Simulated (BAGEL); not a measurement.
**C2H4BClN (SMILES [CH]=CB(N)Cl) at 3 levels**

Wanted: a comparison of 3 runs (UHF/3-21G, ROHF/6-31G*, UHF/6-31G*) of C2H4BClN. 

The calculation is run with BAGEL 1.2.2.

1 further run of the same task is left out (set aside as unsound or not needed). Runs told in other sessions of the task aren't counted.

## 1. The molecule

C2H4BClN has 9 atoms, charge 0, and is taken as a doublet. SMILES: `[CH]=CB(N)Cl`. The N4–H9 distance was set to 1.510 Å, away from the relaxed value. At this shape a bond of the SMILES string is far longer than usual.

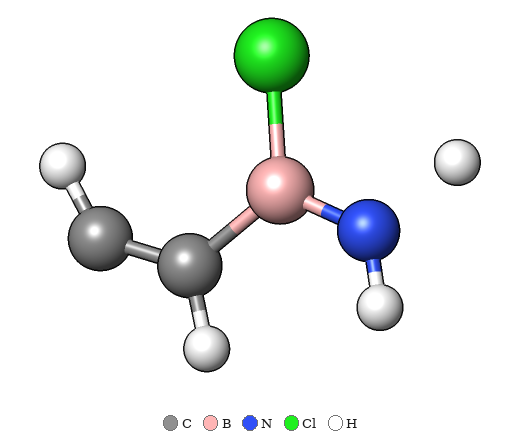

Viewed from a chosen angle; carbon grey, boron pink, nitrogen blue, chlorine green, hydrogen white.

## 2. A single-point energy at UHF/3-21G (density fitting with qzvpp-jkfit) (run 1)

Input file input.json:

```json
{ "bagel": [

{
  "title": "molecule",
  "basis": "3-21g",
  "df_basis": "qzvpp-jkfit",
  "angstrom": "true",
  "geometry": [
    { "atom": "C", "xyz": [   -1.079163,    1.524523,    1.838457 ] },
    { "atom": "C", "xyz": [   -0.453273,    0.461353,    1.434977 ] },
    { "atom": "B", "xyz": [   -0.079643,    0.084133,   -0.050693 ] },
    { "atom": "N", "xyz": [    0.679787,   -1.043747,   -0.322023 ] },
    { "atom": "Cl", "xyz": [   -0.598993,    1.063283,   -1.382093 ] },
    { "atom": "H", "xyz": [   -1.500773,    2.387053,    1.369987 ] },
    { "atom": "H", "xyz": [   -0.129993,   -0.267007,    2.175537 ] },
    { "atom": "H", "xyz": [    1.027717,   -1.666097,    0.386967 ] },
    { "atom": "H", "xyz": [    1.076470,   -1.452760,   -1.720830 ] }
  ]
},
{ "title": "uhf", "nopen": 1 },
{ "title": "print", "file": "orbitals.molden", "orbitals": "true" }

]}
```

The run is started by

```sh
$ BAGEL_NUM_THREADS=1 BAGEL input.json > input.out
```

Log:

```text
* using 1 threads per process

  ===============================================================
  ===============================================================

  *** Geometry ***

  { "atom" : "C", "xyz" : [     -2.039323,      2.880931,      3.474180 ] },
  { "atom" : "C", "xyz" : [     -0.856562,      0.871831,      2.711714 ] },
  { "atom" : "B", "xyz" : [     -0.150503,      0.158988,     -0.095796 ] },
[... 5 lines of this table left out ...]
  { "atom" : "H", "xyz" : [      2.034233,     -2.745319,     -3.251897 ] },

  Number of auxiliary basis functions:      502

  Since a DF basis is specified, we compute 2- and 3-index integrals:
    o Being stored without compression. Storage requirement is 0.013 GB

  Number of basis functions:       57
  Number of electrons      :       45

    * METHOD: MOLECULE                             0.41

  *** Open-shell HF ***

  === Nuclear Repulsion ===
   179.7437087025

      * DIIS with orbital gradients will be used.

  === UHF iteration (3-21g) ===
      0       -613.39672406          0.04173237           0.23
      1       -613.51051540          0.02269412           0.20
      2       -613.53263064          0.01499770           0.18
[... 39 lines of this table left out ...]
     42       -613.55169896          0.00000000           0.18
    * SCF iteration converged.

    * S^2 (UHF) is 1.0153

    * Permanent dipole moment:
           (   -0.635625,     0.984463,    -0.323937) a.u.

    * METHOD: UHF                                  8.07

    * METHOD: PRINT                                0.02

  ===============================================================
```

It took 9 s on 1 thread of AMD EPYC, shared host; peak memory 0.093 GiB.

## 3. The energy at ROHF/6-31G(d) (density fitting with qzvpp-jkfit, spherical functions) (run 2)

Input file job.json:

```json
{ "bagel" : [

{
  "title" : "molecule",
  "basis" : "6-31gs.json",
  "df_basis" : "qzvpp-jkfit",
  "angstrom" : "true",
  "geometry" : [
    { "atom" : "C", "xyz" : [      -1.079163,       1.524523,       1.838457 ] },
    { "atom" : "C", "xyz" : [      -0.453273,       0.461353,       1.434977 ] },
    { "atom" : "B", "xyz" : [      -0.079643,       0.084133,      -0.050693 ] },
    { "atom" : "N", "xyz" : [       0.679787,      -1.043747,      -0.322023 ] },
    { "atom" : "Cl", "xyz" : [      -0.598993,       1.063283,      -1.382093 ] },
    { "atom" : "H", "xyz" : [      -1.500773,       2.387053,       1.369987 ] },
    { "atom" : "H", "xyz" : [      -0.129993,      -0.267007,       2.175537 ] },
    { "atom" : "H", "xyz" : [       1.027717,      -1.666097,       0.386967 ] },
    { "atom" : "H", "xyz" : [       1.076470,      -1.452760,      -1.720830 ] }
  ]
},

{
  "title" : "rohf",
  "nopen" : 1
},

{
  "title" : "print",
  "file" : "orbitals.molden",
  "orbitals" : "true"
}

]}
```

The basis set 6-31G* is read from a file made from the Basis Set Exchange's data (not shown).

The run is started by

```sh
$ BAGEL_NUM_THREADS=1 BAGEL job.json > job.out
```

Log:

```text
* using 1 threads per process

  ===============================================================
  ===============================================================

  *** Geometry ***

  { "atom" : "C", "xyz" : [     -2.039323,      2.880931,      3.474180 ] },
  { "atom" : "C", "xyz" : [     -0.856562,      0.871831,      2.711714 ] },
  { "atom" : "B", "xyz" : [     -0.150503,      0.158988,     -0.095796 ] },
[... 5 lines of this table left out ...]
  { "atom" : "H", "xyz" : [      2.034233,     -2.745319,     -3.251897 ] },

  Number of auxiliary basis functions:      502

  Since a DF basis is specified, we compute 2- and 3-index integrals:
    o Being stored without compression. Storage requirement is 0.027 GB

  Number of basis functions:       82
  Number of electrons      :       45

    * METHOD: MOLECULE                             0.58

  *** Open-shell HF ***

  === Nuclear Repulsion ===
   179.7437087025

      * DIIS with orbital gradients will be used.

  === ROHF iteration (6-31gs.json) ===
      0       -616.36743289          0.03692365           0.30
      1       -616.51697322          0.02277819           0.28
      2       -616.55461763          0.01565784           0.28
[... 13 lines of this table left out ...]
     16       -616.58604863          0.00000000           0.27
    * SCF iteration converged.

    * S^2 (ROHF) is 0.7500

    * Permanent dipole moment:
           (   -0.510526,     0.769764,    -0.142127) a.u.

    * METHOD: ROHF                                 5.28

    * METHOD: PRINT                                0.04

  ===============================================================
```

It took 6.6 s on 1 thread of AMD EPYC, shared host; peak memory 0.12 GiB.

## 4. The energy at UHF/6-31G(d) (density fitting with qzvpp-jkfit, spherical functions) (run 3)

Input file calc.json:

```json
{ "bagel" : [

{
  "title" : "molecule",
  "basis" : "6-31gs.json",
  "df_basis" : "qzvpp-jkfit",
  "angstrom" : true,
  "geometry" : [
    { "atom" : "C", "xyz" : [      -1.079163,       1.524523,       1.838457 ] },
    { "atom" : "C", "xyz" : [      -0.453273,       0.461353,       1.434977 ] },
    { "atom" : "B", "xyz" : [      -0.079643,       0.084133,      -0.050693 ] },
    { "atom" : "N", "xyz" : [       0.679787,      -1.043747,      -0.322023 ] },
    { "atom" : "Cl", "xyz" : [      -0.598993,       1.063283,      -1.382093 ] },
    { "atom" : "H", "xyz" : [      -1.500773,       2.387053,       1.369987 ] },
    { "atom" : "H", "xyz" : [      -0.129993,      -0.267007,       2.175537 ] },
    { "atom" : "H", "xyz" : [       1.027717,      -1.666097,       0.386967 ] },
    { "atom" : "H", "xyz" : [       1.076470,      -1.452760,      -1.720830 ] }
  ]
},

{ "title" : "uhf", "nopen" : 1 },

{ "title" : "print", "file" : "orbitals.molden", "orbitals" : true }

]}
```

The basis set 6-31G* is read from a file made from the Basis Set Exchange's data (not shown).

The run is started by

```sh
$ BAGEL_NUM_THREADS=1 BAGEL calc.json > calc.out
```

Log:

```text
* using 1 threads per process

  ===============================================================
  ===============================================================

  *** Geometry ***

  { "atom" : "C", "xyz" : [     -2.039323,      2.880931,      3.474180 ] },
  { "atom" : "C", "xyz" : [     -0.856562,      0.871831,      2.711714 ] },
  { "atom" : "B", "xyz" : [     -0.150503,      0.158988,     -0.095796 ] },
[... 5 lines of this table left out ...]
  { "atom" : "H", "xyz" : [      2.034233,     -2.745319,     -3.251897 ] },

  Number of auxiliary basis functions:      502

  Since a DF basis is specified, we compute 2- and 3-index integrals:
    o Being stored without compression. Storage requirement is 0.027 GB

  Number of basis functions:       82
  Number of electrons      :       45

    * METHOD: MOLECULE                             0.63

  *** Open-shell HF ***

  === Nuclear Repulsion ===
   179.7437087025

      * DIIS with orbital gradients will be used.

  === UHF iteration (6-31gs.json) ===
      0       -616.36743289          0.03692365           0.32
      1       -616.52080395          0.02275964           0.31
      2       -616.55858607          0.01562465           0.30
[... 44 lines of this table left out ...]
     47       -616.59434217          0.00000001           0.28
    * SCF iteration converged.

    * S^2 (UHF) is 1.0122

    * Permanent dipole moment:
           (   -0.519528,     0.791530,    -0.167468) a.u.

    * METHOD: UHF                                 13.89

    * METHOD: PRINT                                0.04

  ===============================================================
```

It took 15 s on 1 thread of AMD EPYC, shared host; peak memory 0.12 GiB.

## 5. The series

| run | level | energy (Eh) | dipole moment (D) | ⟨S²⟩ | wall time |
| --- | --- | --- | --- | --- | --- |
| 1 | UHF/3-21G (density fitting with qzvpp-jkfit) | -613.551699 | 3.09 | 1.015 | 9 s |
| 2 | ROHF/6-31G* (density fitting with qzvpp-jkfit, spherical functions) | -616.586049 | 2.38 | 0.750 | 6.6 s |
| 3 | UHF/6-31G* (density fitting with qzvpp-jkfit, spherical functions) | -616.594342 | 2.44 | 1.012 | 15 s |

## 6. Summary of results

| quantity | value |
| --- | --- |
| run 3: total energy | -616.59434 Eh |
| run 3: dipole moment | 2.44 D |
| run 3: ⟨S²⟩ | 1.012 |

**Reading.** The dipole moment (its size) runs from 2.38 D (ROHF/6-31G*) to 3.09 D (UHF/3-21G). The two ends differ in method and basis. Spin contamination of the reference: run 1 ⟨S²⟩ = 1.02, run 3 ⟨S²⟩ = 1.01. All runs together took 31 s, the longest 15 s.
